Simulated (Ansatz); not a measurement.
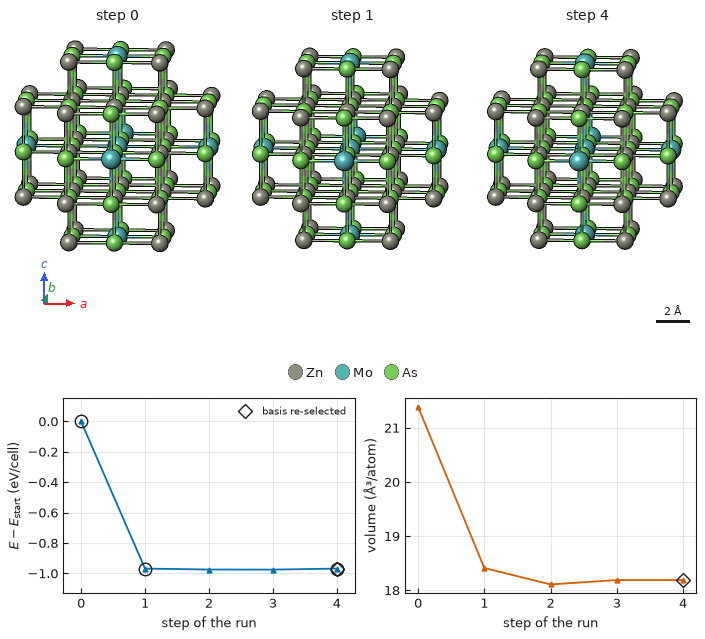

Frames of a relaxation of crystalline Zn₃MoAs₄ (a generated structure, set up in Pm-3m) (coarse preliminary run), marked on the history of the run. A ball-and-stick model of the cell of the calculation, seen from a free direction.

Computed with Ansatz 0.2.0, DFT PBE, scalar-relativistic, plane waves, PAW.

Input
```yaml
crystal:
  lattice:
    - [5.55200897, 0.0, 0.0]
    - [0.0, 5.55200897, 0.0]
    - [0.0, 0.0, 5.55200897]
  atoms:
    - { symbol: Zn, position: [0.0, 0.0, 0.5] }
    - { symbol: Zn, position: [0.0, 0.5, 0.0] }
    - { symbol: Zn, position: [0.5, 0.0, 0.0] }
    - { symbol: Mo, position: [0.5, 0.5, 0.5] }
    - { symbol: As, position: [0.0, 0.0, 0.0] }
    - { symbol: As, position: [0.5, 0.5, 0.0] }
    - { symbol: As, position: [0.5, 0.0, 0.5] }
    - { symbol: As, position: [0.0, 0.5, 0.5] }
basis:
  ecutwfc: 420
kpoints:
  mp_grid: { grid: [4, 4, 4] }
hamiltonian:
  xc: pbe
scf:
  occupations: { method: gaussian, width: 0.1 }
  lower_state_search: "off"
output:
  forces: true
  stress: true
  eigenvalues: true
relax:
  adjacent_minimum: "off"
  f_tol: 0.04
  max_steps: 70
  cell: { stress_tol: 0.4 }
```

Command:
```bash
ansatz run input.yaml --threads 1 --pin off --max-ram 2048MiB --backend cpu --events-out ev --progress --plain --runs-dir out
```

Q: What happens along the run?

A: Over 3 accepted moves (4 points after the start) the energy falls by 0.968 eV per cell of the calculation. All forces vanish by symmetry, so only the cell relaxes. The pressure goes from −10.36 to −0.02 GPa. At 1 point the geometry stayed and the basis and grid were re-selected for the new cell (energy shift of 6.8 meV per cell of the calculation at most each time). No atom moves by more than 0.005 Å relative to the cell. The volume changes by −15.0 %, with a = b = c 5.552 → 5.260 Å (−5.3 %). Among the contacts that change: Zn1–As5 2.776 → 2.630 Å, Mo4–As6 2.776 → 2.630 Å. The space group stays Pm-3m (No. 221). Cost: 33 s on 1 thread of Arm Neoverse V2 (shared host), peak memory 0.48 GiB. From step 0 to 1: volume −13.9 %, energy −0.968 eV per cell of the calculation. From step 1 to 4: volume −1.2 %, energy −0.1 meV per cell of the calculation.
